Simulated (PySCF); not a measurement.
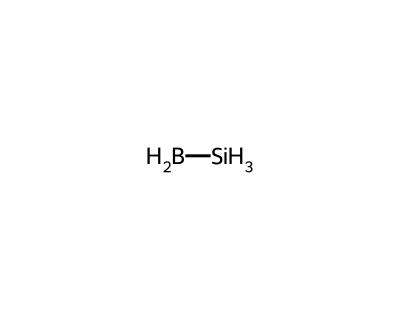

2D structure.

**Transcribe the drawing into SMILES.**

B[SiH3]

**Give the formula, hydrogens included.**

BH5Si.

**An optimisation with GFN2-xTB gave a structure of which point group?**

Cs.

The parts below concern this one geometry. Atoms keep their numbers from picture to picture. Computed geometry: GFN2-xTB optimisation. No frequency run is at hand to confirm it as a minimum.

### Shape

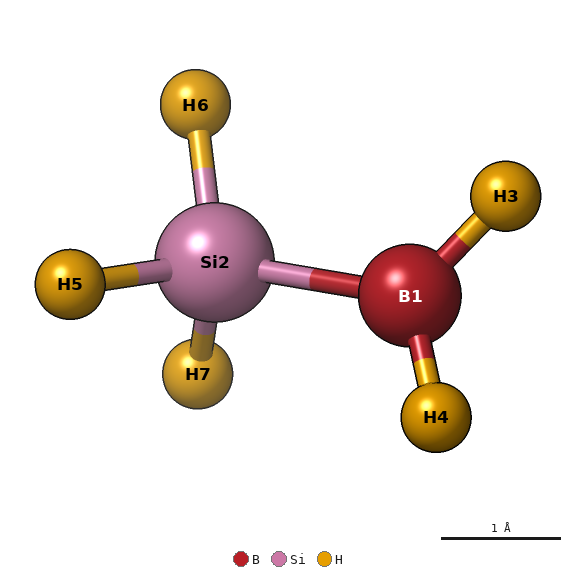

No frequency run is at hand to confirm it as a minimum.

**How are the neighbours of atom 1 arranged?**

B1 has 3 neighbours (Si2 at 1.96, H3 at 1.17, H4 at 1.17 Å); the arrangement is trigonal planar.

**Describe the coordination of atom 2.**

Si2 has 4 neighbours (B1 at 1.96, H5 at 1.47, H6 at 1.47, H7 at 1.47 Å); the arrangement is tetrahedral.

### Electronic properties

No frequency run is at hand to confirm it as a minimum. Level of theory: PBE0/def2-SVPD, gas phase (PySCF 2.14.0). Excitations: vertical, linear response.

Predict the main results.

- dipole moment: 0.56 D
- HOMO energy (Kohn–Sham orbital): −8.77 eV
- LUMO energy (Kohn–Sham orbital): −2.61 eV
- HOMO–LUMO gap: 6.16 eV
- mean static polarisability: 44.8 bohr³
- lowest vertical singlet excitation: 4.39 eV
- its oscillator strength: 0.003
- brightest of the 6 lowest singlets: 6.17 eV
- its oscillator strength: 0.08

### NMR shielding

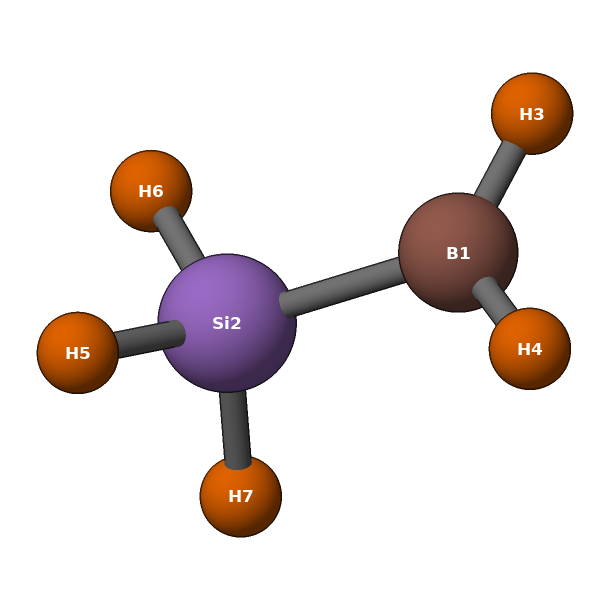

No frequency run is at hand to confirm it as a minimum. Properties computed with GIAO PBE0/pcSseg-1 NMR shielding, non-relativistic, gas phase (PySCF 2.14.0). Principal shieldings σ11 ≤ σ22 ≤ σ33, span Ω = σ33 − σ11, skew κ = 3(σiso − σ22)/Ω.

Give the shielding tensors of the B atoms.

```tsv
atom	σ11	σ22	σ33	σiso	Ω	κ
B1	−149.4	−63.0	153.6	−19.6	303.0	0.43
```

Shieldings and span in ppm.

### Charges

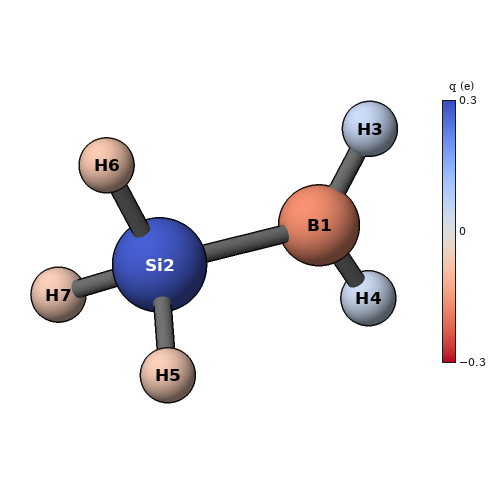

Atoms are coloured by their Mulliken charges. No frequency run is at hand to confirm it as a minimum. Method: PBE0/pcSseg-1, gas phase (PySCF 2.14.0).

**Which atom carries the highest charge (most positive or least negative)?**

Si2 (0.28 e).

**And the lowest?**

B1 (−0.17 e).

Give the Mulliken charges atom by atom.

```
atom  value (e)
  B1      −0.17
 Si2       0.28
  H3       0.05
  H4       0.04
  H5      −0.06
  H6      −0.07
  H7      −0.06
```

Mulliken values depend strongly on the basis set and can even reverse the polarity of a bond. The geometry is semi-empirical. Around B, Si such bond lengths and angles can be off by a tenth of an ångström or more and by several degrees, and values that hang on the shape move with them.
